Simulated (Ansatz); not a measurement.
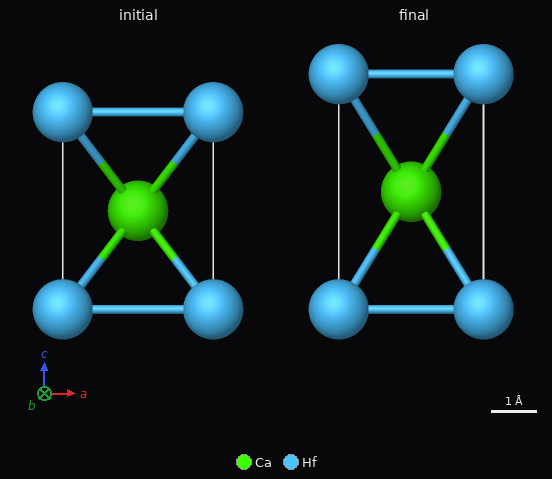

The structure of solid CaHf (built on the CuAu (L1_0)_123 type) (coarse preliminary run) before (left) and after (right) a relaxation, at one scale.

Style: ball-and-stick. Shown: the cell of the calculation, along the b axis.

Case: CuAu (L1_0) type (P4/mmm, No. 123).

These are results of DFT PBE, scalar-relativistic, plane waves, PAW in Ansatz, not measurements.

The input:
```yaml
crystal:
  lattice:
    - [3.3664529928, 0.0, 0.0]
    - [0.0, 3.3664529928, 0.0]
    - [0.0, 0.0, 4.4124580299]
  atoms:
    - { symbol: Ca, position: [0.5, 0.5, 0.5] }
    - { symbol: Hf, position: [0.0, 0.0, 0.0] }
basis:
  ecutwfc: 420
kpoints:
  mp_grid: { grid: [6, 6, 4] }
hamiltonian:
  xc: pbe
scf:
  occupations: { method: gaussian, width: 0.1 }
  lower_state_search: "off"
output:
  forces: true
  stress: true
  eigenvalues: true
relax:
  adjacent_minimum: "off"
  f_tol: 0.04
  max_steps: 70
  cell: { stress_tol: 0.4 }
```

Run as
```bash
ansatz run input.yaml --threads 1 --pin off --max-ram 2560MiB --backend cpu --events-out ev --progress --plain --runs-dir out
```

Describe what moved and what it gained.

Answer. The atoms keep their places relative to the cell (all moves are under 0.005 Å). The volume changes by +10.4 %, with a = b 3.366 → 3.239 Å (−3.8 %), c 4.412 → 5.264 Å (+19.3 %). Near-neighbour distances that change, for instance: Ca1–Hf2 3.246 → 3.489 Å, Hf2–Hf2 3.366 → 3.239 Å, Ca1–Ca1 3.366 → 3.239 Å. The space group stays P4/mmm (No. 123). The energy falls by 133 meV per atom in 6 accepted moves (8 points after the start). All forces vanish by symmetry, so only the cell relaxes. Pressure: 5.71 GPa at the start and 0.03 GPa at the end. At 2 points the geometry stayed and the basis and grid were re-selected for the new cell (energy shift of 2.8 meV per atom at most each time). The run took 18 s on 1 thread of Intel(R) Xeon(R) Platinum 8375C CPU @ 2.90GHz (Ice Lake), on a shared host, peak memory 0.4 GiB.
